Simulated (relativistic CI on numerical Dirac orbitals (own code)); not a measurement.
Os⁴⁺: relativistic CI calculation

System: Os⁴⁺.
Method: Dirac-Coulomb-Breit CI, KLI orbitals optimised for each configuration, model QED (radiative potential, 1s self-energy scaled to tabulated hydrogen-like ionisation energies), valence Slater integrals scaled by 0.8, one configuration in a parametric crystal field (relativistic CI on numerical Dirac orbitals, in-house).

**Results in brief**

```tsv
quantity	value
outcome	converged
levels computed	91
hardware	1 CPU thread, shared host
```

**Input**
```
atom Os  Z=76  charge=4  electrons=72
nucleus A=192  rms_radius_fm=5.4126
hamiltonian dirac-coulomb  breit=on  qed=on  c_scale=1
orbitals kli  potential=per-configuration
slater_scale 0.8
correlation none
mixing on
configurations
  [Xe] 4f14 5d4
end
crystal_field Td 10Dq=-27950
```

The program writes its results to a structured record and prints no log; tables and figures of this report are taken from that record.

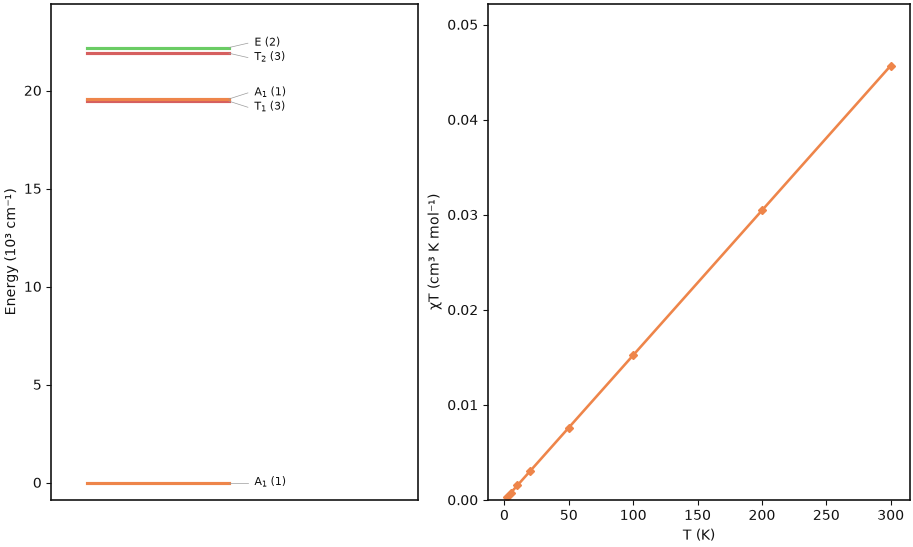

Figure 1. Os⁴⁺ (5d⁴) in a field of Td symmetry with 10Dq = −27,950 cm⁻¹. Labels give the double-group representation and, in brackets, the degeneracy; the lowest 5 of 91 levels are drawn. One open-shell configuration in a parametric field without covalency; powder susceptibility by Van Vleck's formula. The ground level is A₁, a singlet, with total spin S = 0.33 (from expectation values). The next level lies at 19,500 cm⁻¹ (T₁). The field lowers the ground state by 34,200 cm⁻¹ against the free ion. χT is close to 0 cm³ K mol⁻¹ at 2 K, 0.00761 at 50 K and 0.0457 at 300 K, an effective moment of 0.60 μB at room temperature.
